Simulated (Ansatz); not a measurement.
Consider GaH₃···HF.

```xyz
6

Ga    0.1617   -0.7005    0.1740
H     1.4701   -0.0106   -0.3854
H    -0.7076   -1.5522   -0.8060
H    -0.0391   -0.7701    1.7220
H    -0.0676    1.7385   -0.5200
F    -0.8174    1.2949   -0.1846
```

Level of theory: Ansatz, RKS r2SCAN-D4/def2-SVP.

**Predict the electron density and electron localisation function between the atoms.**

Ga–H (1.58 Å): ρ is about 0.92 e/Å³ halfway; the ELF climbs to about 1 towards the hydrogen.

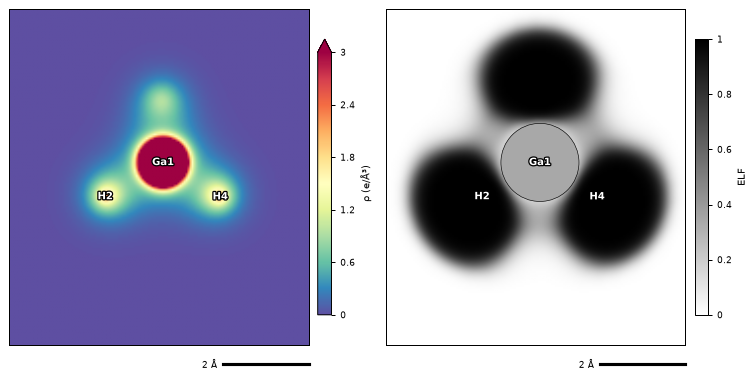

Computed electron density and electron localisation function on the plane of atoms H2, Ga1 and H4, in this order. Grey discs cover the atomic cores in the ELF map. 
